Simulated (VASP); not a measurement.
Band structure of Bi (a7). All values below come from SCAN meta-GGA, VASP's PBE PAW potentials (set 64) (plane waves; VASP 6.6.1).

Unless said otherwise, spin-orbit coupling is left out, though it shifts the bands of the heavy elements here.

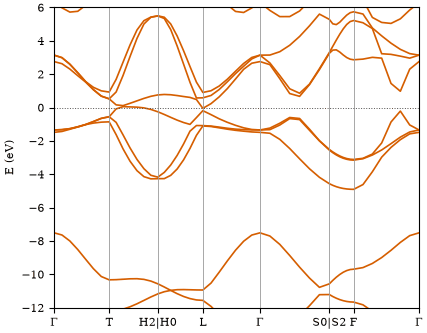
*Bands along high-symmetry lines, zero at the valence-band maximum or, without a gap, the Fermi level*

Problem. Read the plot: is there a gap, and where are the band edges?

Solution. It has no gap at this level: it comes out as a metal or semimetal.

The compound is Bi in the a7 structure. It was relaxed first.
